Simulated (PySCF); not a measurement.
SMILES COc1ccc(-c2ccco2)s1 (C9H8O2S) at its GFN2-xTB optimised geometry (Å):

```
20

C     -2.5056    -3.2974     0.0059
O     -1.1122    -3.4998     0.0000
C     -0.3386    -2.4012     0.0000
C      1.0268    -2.4012     0.0000
C      1.5681    -1.1030     0.0000
C      0.6231    -0.1140     0.0000
C      0.8049     1.3049     0.0005
C      1.9477     2.0698     0.0061
C      1.5190     3.4150     0.0036
C      0.1584     3.3780    -0.0033
O     -0.2827     2.1091    -0.0051
S     -0.9861    -0.7857    -0.0004
H     -2.9564    -4.2876     0.0076
H     -2.8266    -2.7443    -0.8831
H     -2.8191    -2.7446     0.8977
H      1.6086    -3.3034     0.0000
H      2.6234    -0.9020     0.0001
H      2.9564     1.7129     0.0115
H      2.1396     4.2876     0.0067
H     -0.5820     4.1527    -0.0072
```

Calculation: PBE0/def2-SVP run with PySCF 2.14.0. Cells within 0.4 Å of a nucleus heavier than hydrogen are left out (blank, or x).

Map of the electron localisation function on the plane z = 0.0 Å:

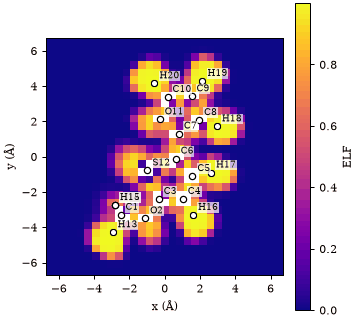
*Electron localisation function on the plane z = 0.0 Å.*
